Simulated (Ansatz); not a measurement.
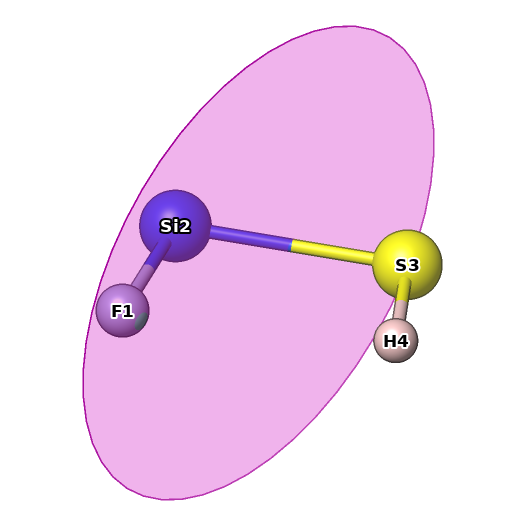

A disc through the centre of mass is drawn in. Distant atoms are faded towards the background colour. Computed geometry: PBE-D4/def2-SVP optimisation. No frequency run is at hand to confirm it as a minimum.

### Is the plane of the disc a mirror plane of the structure?

No. The point group is Cs, with 1 mirror plane, and this plane isn't one of its mirror planes.
